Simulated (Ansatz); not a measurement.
**Profile along the Ti–O line in TiO2 (anatase)**

TiO₂ (anatase)

```yaml
crystal:
  lattice:
    - [-1.88893, 1.88893, 4.79189]
    - [1.88893, -1.88893, 4.79189]
    - [1.88893, 1.88893, -4.79189]
  atoms:
    - { symbol: Ti, position: [0.50000, 0.50000, 0.00000] }
    - { symbol: Ti, position: [0.25000, 0.75000, 0.50000] }
    - { symbol: O, position: [0.29273, 0.29273, 0.00000] }
    - { symbol: O, position: [0.04273, 0.54273, 0.50000] }
    - { symbol: O, position: [0.45727, 0.95727, 0.50000] }
    - { symbol: O, position: [0.70727, 0.70727, 0.00000] }
```

Fields along a shortest Ti–O line of a (100) plane (1.93 Å), from Ti to O, interpolated on the slice's grid (step about 0.3 Å). The numbers are results of r2SCAN (plane waves to 500 eV, PAW, scalar-relativistic; Ansatz, a first-principles code), not measurements. k mesh 12×12×12. Inside the PAW spheres the values are not all-electron values, and peaks at nuclei hang on which shells count as valence. TiO2 is run without spin polarisation. TiO2 was relaxed with its symmetry unable to fall.

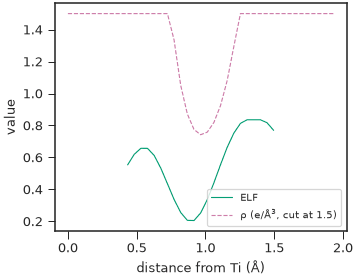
Figure: ELF (away from the nuclei) and valence density from Ti to O.

Density on the Ti–O line (1.93 Å) at its midpoint: 0.74 e/Å³. ELF at that point: 0.3. Element round which the density of the highest valence band (whole band, smooth part) is largest on this plane: O.
